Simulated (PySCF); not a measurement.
# In⁺: dipole response in aug-cc-pVQZ-PP plus 1 even-tempered diffuse shell per l with ECP28

Aim: the static polarisability and the C₆ coefficient of In⁺, method by method.

Method: unrestricted determinants in a Gaussian basis, no spin-orbit coupling in the energies. Code: PySCF 2.14.0.

## (1) The atom as given

- Element: indium (Z = 49)
- Basis: aug-cc-pVQZ-PP with one added diffuse shell each of s, p, d, f, g type with ECP28MDF (8s8p6d4f3g, 117 functions)
- Hamiltonian: scalar relativity through the core potential
- State 1: In⁺: [Kr] 4d10 5s2, closed-shell 1S
- Methods: UHF, PBE, PBE0, MN15, r2SCAN0

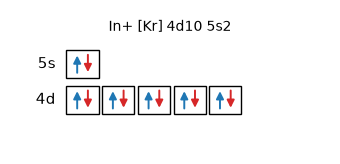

Outer shells as boxes.

One driver process ran all states and methods and kept the integrals in memory. Each run is shown as a PySCF script that sums up its settings (the driver passes frozen orbitals as a list and adds second-order terms of double hybrids); the logs are those of the runs themselves. The driver starts from symmetry-adapted Hartree-Fock orbitals, holds the occupation by maximum overlap and uses a logarithmic radial grid for functionals, so a plain start would take other cycles.

The integrals over 117 functions and the set-up took 7 s of CPU time.

## (2) In⁺

#### UHF

The input, input.py:

```python
from pyscf import gto, scf, dft, mp, cc
import basis_set_exchange as bse
txt = bse.get_basis("aug-cc-pVQZ-PP", elements=["In"], fmt="nwchem", header=False, augment_diffuse=1)
cut = txt.index("\nECP")
mol = gto.M(atom="In 0 0 0", charge=1, spin=0, symmetry="D2h",
            basis=gto.basis.parse(txt[:cut]),
            ecp={"In": gto.basis.parse_ecp(txt[cut:])})
mf = scf.UHF(mol)
mf.irrep_nelec = {'Ag': (4, 4), 'B1g': (1, 1), 'B2g': (1, 1), 'B3g': (1, 1), 'B1u': (1, 1), 'B2u': (1, 1), 'B3u': (1, 1)}
mf.kernel()
```

What it wrote:

```text
damping factor = 0
level_shift factor = 0
DIIS = <class 'pyscf.scf.diis.CDIIS'>
diis_start_cycle = 1
diis_space = 10
diis_damp = 0
SCF conv_tol = 1e-09
SCF conv_tol_grad = None
number electrons alpha = 10  beta = 10
cycle= 1 E= -189.018878583079  delta_E= -1.08e-10  |g|= 6.07e-06  |ddm|= 8.35e-05
converged SCF energy = -189.018878583079  <S^2> = -5.3290705e-15  2S+1 = 1
```

CPU time 25 s on a shared host, the integrals not counted.

Orbital energies by shell (radii are means over both spins):

| shell | electrons | mean orbital energy (eV) | spread (eV) | rms radius (bohr) |
| --- | --- | --- | --- | --- |
| 4s | 2 | -153.62 | 0 | 0.912 |
| 4p | 6 | -106.06 | 0 | 0.996 |
| 4d | 10 | -34.878 | 0 | 1.27 |
| 5s | 2 | -17.281 | 0 | 2.76 |

⟨S²⟩ = 0.000, ⟨L²⟩ = 0.00.

The driver then solved the coupled dipole response at imaginary frequencies: mean α = 29.46 bohr³, C₆ = 205.7 au for a like pair.

Energies and moments cover only the electrons outside the core potential.

#### PBE

input.py differs from the last one in:

```diff
@@ -7,3 +7,3 @@
             ecp={"In": gto.basis.parse_ecp(txt[cut:])})
-mf = scf.UHF(mol)
+mf = dft.UKS(mol, xc="PBE")
 mf.irrep_nelec = {'Ag': (4, 4), 'B1g': (1, 1), 'B2g': (1, 1), 'B3g': (1, 1), 'B1u': (1, 1), 'B2u': (1, 1), 'B3u': (1, 1)}
```

What it wrote:

```text
damping factor = 0
level_shift factor = 0
DIIS = <class 'pyscf.scf.diis.CDIIS'>
diis_start_cycle = 1
diis_space = 10
diis_damp = 0
SCF conv_tol = 1e-09
SCF conv_tol_grad = None
number electrons alpha = 10  beta = 10
XC functionals = PBE
    J. P. Perdew, K. Burke, and M. Ernzerhof.,  Phys. Rev. Lett. 77, 3865 (1996)
    J. P. Perdew, K. Burke, and M. Ernzerhof.,  Phys. Rev. Lett. 78, 1396 (1997)
    J. P. Perdew, K. Burke, and M. Ernzerhof.,  Phys. Rev. Lett. 77, 3865 (1996)
    J. P. Perdew, K. Burke, and M. Ernzerhof.,  Phys. Rev. Lett. 78, 1396 (1997)
cycle= 1 E= -189.91157559185  delta_E= -0.0104  |g|= 0.073  |ddm|= 1.07
cycle= 2 E= -189.911420240093  delta_E= 0.000155  |g|= 0.0749  |ddm|= 0.325
cycle= 3 E= -189.912892801065  delta_E= -0.00147  |g|= 0.00114  |ddm|= 0.184
cycle= 4 E= -189.912893244144  delta_E= -4.43e-07  |g|= 2.83e-05  |ddm|= 0.00406
cycle= 5 E= -189.912893244425  delta_E= -2.81e-10  |g|= 1.27e-07  |ddm|= 9.72e-05
converged SCF energy = -189.912893244425  <S^2> = -1.0658141e-14  2S+1 = 1
```

It used 10 s of CPU time after the integrals (shared host).

The driver then solved the coupled dipole response at imaginary frequencies: mean α = 23.42 bohr³, C₆ = 157.2 au for a like pair.

#### PBE0

input.py differs from the last one in:

```diff
@@ -7,3 +7,3 @@
             ecp={"In": gto.basis.parse_ecp(txt[cut:])})
-mf = dft.UKS(mol, xc="PBE")
+mf = dft.UKS(mol, xc="PBE0")
 mf.irrep_nelec = {'Ag': (4, 4), 'B1g': (1, 1), 'B2g': (1, 1), 'B3g': (1, 1), 'B1u': (1, 1), 'B2u': (1, 1), 'B3u': (1, 1)}
```

What it wrote:

```text
damping factor = 0
level_shift factor = 0
DIIS = <class 'pyscf.scf.diis.CDIIS'>
diis_start_cycle = 1
diis_space = 10
diis_damp = 0
SCF conv_tol = 1e-09
SCF conv_tol_grad = None
number electrons alpha = 10  beta = 10
XC functionals = PBE0
    C. Adamo and V. Barone.,  J. Chem. Phys. 110, 6158 (1999)
    M. Ernzerhof and G. E. Scuseria.,  J. Chem. Phys. 110, 5029 (1999)
cycle= 1 E= -189.907856308087  delta_E= -0.0063  |g|= 0.0373  |ddm|= 0.749
cycle= 2 E= -189.907977335796  delta_E= -0.000121  |g|= 0.0297  |ddm|= 0.204
cycle= 3 E= -189.90820537643  delta_E= -0.000228  |g|= 0.00124  |ddm|= 0.0719
cycle= 4 E= -189.908205785255  delta_E= -4.09e-07  |g|= 9.93e-06  |ddm|= 0.00485
cycle= 5 E= -189.908205785295  delta_E= -3.95e-11  |g|= 4.4e-07  |ddm|= 3.71e-05
converged SCF energy = -189.908205785295  <S^2> = -5.3290705e-15  2S+1 = 1
```

It used 28 s of CPU time after the integrals (shared host).

The driver then solved the coupled dipole response at imaginary frequencies: mean α = 24.69 bohr³, C₆ = 166.9 au for a like pair.

#### MN15

input.py differs from the last one in:

```diff
@@ -7,3 +7,3 @@
             ecp={"In": gto.basis.parse_ecp(txt[cut:])})
-mf = dft.UKS(mol, xc="PBE0")
+mf = dft.UKS(mol, xc="MN15")
 mf.irrep_nelec = {'Ag': (4, 4), 'B1g': (1, 1), 'B2g': (1, 1), 'B3g': (1, 1), 'B1u': (1, 1), 'B2u': (1, 1), 'B3u': (1, 1)}
```

What it wrote:

```text
damping factor = 0
level_shift factor = 0
DIIS = <class 'pyscf.scf.diis.CDIIS'>
diis_start_cycle = 1
diis_space = 10
diis_damp = 0
SCF conv_tol = 1e-09
SCF conv_tol_grad = None
number electrons alpha = 10  beta = 10
XC functionals = MN15
    H. S. Yu, X. He, S. L. Li, and D. G. Truhlar.,  Chem. Sci. 7, 5032-5051 (2016)
    H. S. Yu, X. He, S. L. Li, and D. G. Truhlar.,  Chem. Sci. 7, 5032-5051 (2016)
cycle= 1 E= -189.492907345896  delta_E= -0.00941  |g|= 0.165  |ddm|= 0.719
cycle= 2 E= -189.494760816566  delta_E= -0.00185  |g|= 0.14  |ddm|= 0.744
cycle= 3 E= -189.499505435326  delta_E= -0.00474  |g|= 0.00128  |ddm|= 0.327
cycle= 4 E= -189.499507867686  delta_E= -2.43e-06  |g|= 7.19e-05  |ddm|= 0.0122
cycle= 5 E= -189.499507872311  delta_E= -4.62e-09  |g|= 1.59e-05  |ddm|= 0.000848
cycle= 6 E= -189.499507872402  delta_E= -9.08e-11  |g|= 3.41e-07  |ddm|= 9.91e-05
converged SCF energy = -189.499507872402  <S^2> = -7.1054274e-15  2S+1 = 1
```

It used 44 s of CPU time after the integrals (shared host).

The driver then solved the coupled dipole response at imaginary frequencies: mean α = 24.66 bohr³, C₆ = 167.7 au for a like pair.

#### r2SCAN0

input.py differs from the last one in:

```diff
@@ -7,3 +7,3 @@
             ecp={"In": gto.basis.parse_ecp(txt[cut:])})
-mf = dft.UKS(mol, xc="MN15")
+mf = dft.UKS(mol, xc="HYB_MGGA_XC_R2SCAN0")
 mf.irrep_nelec = {'Ag': (4, 4), 'B1g': (1, 1), 'B2g': (1, 1), 'B3g': (1, 1), 'B1u': (1, 1), 'B2u': (1, 1), 'B3u': (1, 1)}
```

What it wrote:

```text
damping factor = 0
level_shift factor = 0
DIIS = <class 'pyscf.scf.diis.CDIIS'>
diis_start_cycle = 1
diis_space = 10
diis_damp = 0
SCF conv_tol = 1e-09
SCF conv_tol_grad = None
number electrons alpha = 10  beta = 10
XC functionals = HYB_MGGA_XC_R2SCAN0
    M. Bursch, H. Neugebauer, S. Ehlert, and S. Grimme.,  J. Chem. Phys. 156, 134105 (2022)
cycle= 1 E= -189.939059741543  delta_E= -0.00585  |g|= 0.0216  |ddm|= 0.766
cycle= 2 E= -189.939195475783  delta_E= -0.000136  |g|= 0.0151  |ddm|= 0.143
cycle= 3 E= -189.939255664806  delta_E= -6.02e-05  |g|= 0.00148  |ddm|= 0.0388
cycle= 4 E= -189.939256997875  delta_E= -1.33e-06  |g|= 8.06e-05  |ddm|= 0.00791
cycle= 5 E= -189.939257006129  delta_E= -8.25e-09  |g|= 6.42e-06  |ddm|= 0.0013
cycle= 6 E= -189.939257006178  delta_E= -4.91e-11  |g|= 2.24e-07  |ddm|= 0.000137
converged SCF energy = -189.939257006178  <S^2> = -7.1054274e-15  2S+1 = 1
```

It used 33 s of CPU time after the integrals (shared host).

The driver then solved the coupled dipole response at imaginary frequencies: mean α = 25.36 bohr³, C₆ = 177.7 au for a like pair.

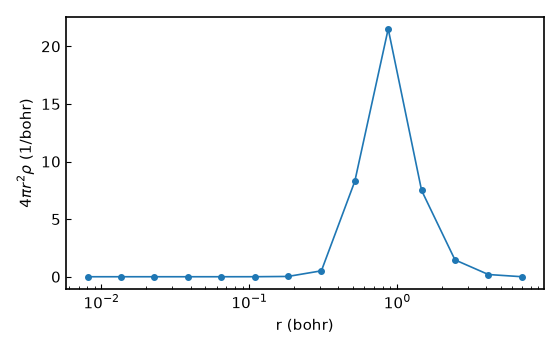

Radial density 4πr²ρ of In⁺ at UHF, the electrons outside the core potential, at 14 stored radii joined by straight lines.

## (3) Polarisabilities and C₆

In⁺, in atomic units:

| method | mean α | C₆ (like pair) | S(−4) |
| --- | --- | --- | --- |
| UHF | 29.46 | 205.7 | 381.9 |
| PBE | 23.42 | 157.2 | 222.4 |
| PBE0 | 24.69 | 166.9 | 252.7 |
| MN15 | 24.66 | 167.7 | 249.6 |
| r2SCAN0 | 25.36 | 177.7 | 251.1 |

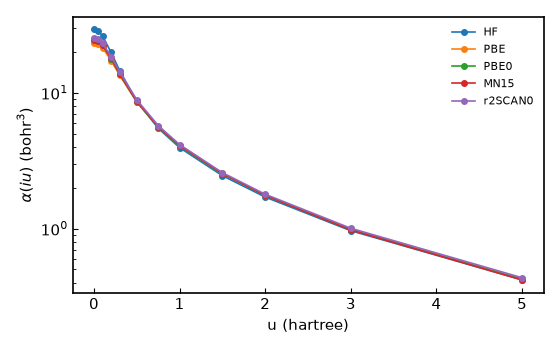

α(iu) of In⁺, the polarisability at imaginary frequency, on a logarithmic scale.

## (4) Summary of results

```
quantity                             value
α of In⁺  23.42 (PBE) to 29.46 (UHF) bohr³
```

A single London oscillator with the computed α and C₆ of In⁺ at UHF would have ω = 4 C₆ / (3 α²) = 0.316 hartree. All values hold for this basis alone; no basis-set limit was taken.
